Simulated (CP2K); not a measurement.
Consider 4-silylpyridine at its PBE geometry (Å).

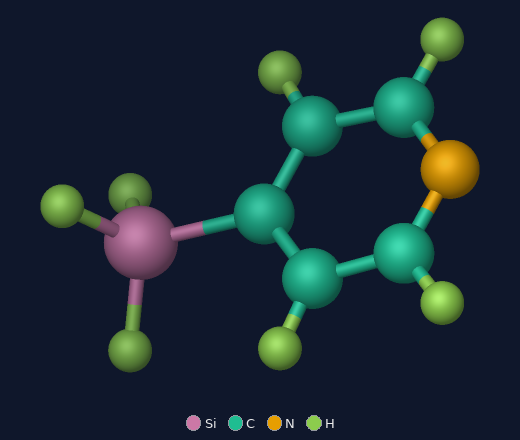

The molecule (silicon pink, carbon teal, nitrogen orange, hydrogen green).

```xyz
14

Si    2.2616   -0.1374    0.1079
C     0.3902   -0.0232    0.0259
C    -0.2647    1.1982   -0.2026
C    -1.6604    1.2322   -0.2670
N    -2.4424    0.1486   -0.1212
C    -1.8156   -1.0211    0.0939
C    -0.4268   -1.1566    0.1744
H     2.8296   -0.3929   -1.2472
H     2.8162    1.1461    0.6223
H     2.6523   -1.2595    1.0067
H     0.2987    2.1251   -0.3232
H    -2.1821    2.1771   -0.4413
H    -2.4621   -1.8951    0.2111
H     0.0054   -2.1414    0.3604
```

Method: CP2K XAS_TDP, all-electron GAPW, PBEh(45%), aug-pc-1, TDA, GW2X-corrected core level, no relativity.

Q: Where do the C K-edge lines lie, and how strong are they?

Leading lines: C2 285.59 eV, C3 286.31 eV and C4 286.85 eV. The leading line of an atom is its first one with 35 % of the strongest within 2.5 eV of its lowest line over the strength cut. Core ionisation energies at this level: C3 291.57, C4 292.36 and C2 291.33 eV.

The first six lines of each atom with a strength over 0.0015:

| atom | energy (eV) | states | strength, one atom | above the computed threshold |
| --- | --- | --- | --- | --- |
| C2 (bonded to 2 C and Si) | 285.59 | 1 | 0.0506 |  |
|  | 289.26 | 1 | 0.0135 |  |
|  | 289.88 | 1 | 0.0048 |  |
|  | 290.21 | 1 | 0.0039 |  |
|  | 291.23 | 1 | 0.0030 |  |
|  | 291.55 | 1 | 0.0019 | yes |
| C3 (bonded to 2 C and H), 2 alike | 286.31 | 1 | 0.0511 |  |
|  | 287.86 | 1 | 0.0019 |  |
|  | 289.46 | 1 | 0.0121 |  |
|  | 290.46 | 1 | 0.0032 |  |
|  | 290.63 | 1 | 0.0020 |  |
|  | 290.84 | 1 | 0.0022 |  |
| C4 (bonded to C, N and H), 2 alike | 286.85 | 1 | 0.0565 |  |
|  | 288.71 | 1 | 0.0017 |  |
|  | 290.44 | 1 | 0.0109 |  |
|  | 291.32 | 1 | 0.0032 |  |
|  | 291.95 | 1 | 0.0016 |  |
|  | 292.30 | 1 | 0.0020 |  |

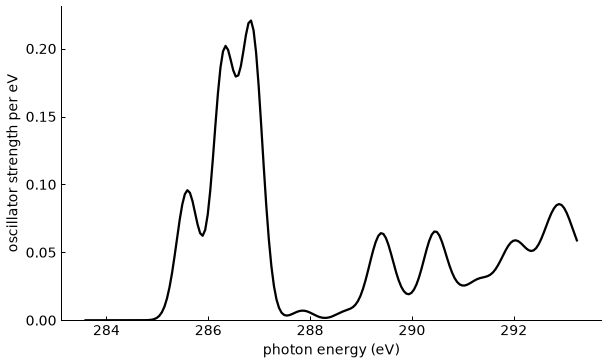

All atoms added, broadened by 0.5 eV.

Lines are vertical, at one geometry, with no vibrational structure. GW2X ionisation energies and lines can be off by 1 to 2 eV either way, and a good line position may hide errors that cancel. These values hold no scalar relativity, about 0.1 eV for C 1s. Rydberg lines, and the discretised continuum above threshold, depend on the basis and the box.

[Banner, clock and machine lines of the logs are left out without a mark of their own.]

[Logs are printed without paths, hosts, clocks, repeated set-up lines and the standing remarks that a program may print on its own settings, such as how far it seeks lower states.]

[Hosts, paths, dates, database ids (printed as entryN), source tags and the programs' standing remarks are cut or masked in the printed files.]
